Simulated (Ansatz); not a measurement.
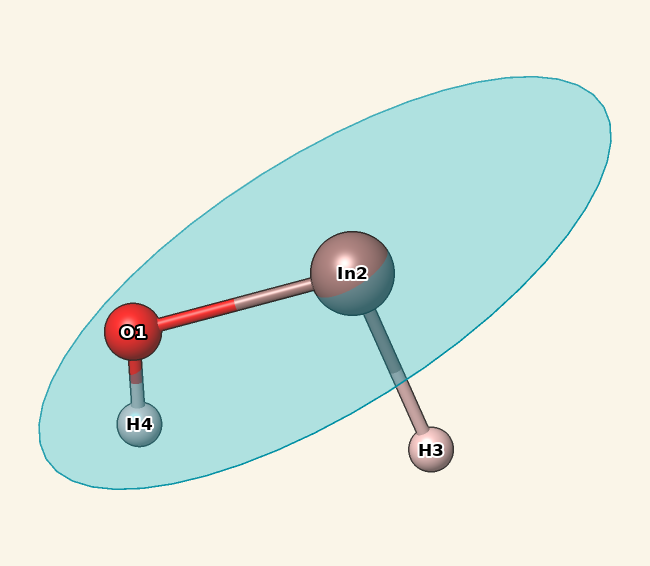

A disc through the centre of mass is drawn in. Atoms fade into the background with distance from the viewer. Charge −1, singlet. Computed geometry: PBE0-D4/def2-TZVPD optimisation. No frequency run is at hand to confirm it as a minimum.

Q: Is the plane of the disc a mirror plane of the structure?

A: No. The point group is Cs, with 1 mirror plane, and this plane isn't one of its mirror planes.
